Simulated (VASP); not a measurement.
Data:

```
Lu
1.0
    1.73610    -3.00701     0.00000
    1.73610     3.00701     0.00000
    0.00000     0.00000     5.40497
Lu
2
Direct
  0.33333   0.66667   0.25000
  0.66667   0.33333   0.75000
```

Calculation: rev-vdW-DF2, VASP's PBE PAW potentials (set 64) (plane waves; VASP). Numerical set-up: 520 eV cut-off, 14×14×8 Γ-centred mesh, tetrahedra with Blöchl corrections, potentials Lu_3.

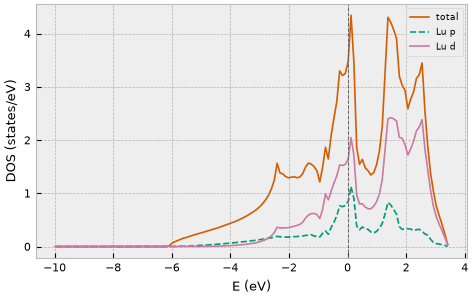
Figure. Total and projected density of states, zero at the Fermi level

Within 2 eV below the Fermi level the largest weight inside VASP's projection spheres is Lu d, then Lu p.

It has no gap at this level: it comes out as a metal or semimetal.

The compound is Lu in the hcp structure. It was relaxed first.
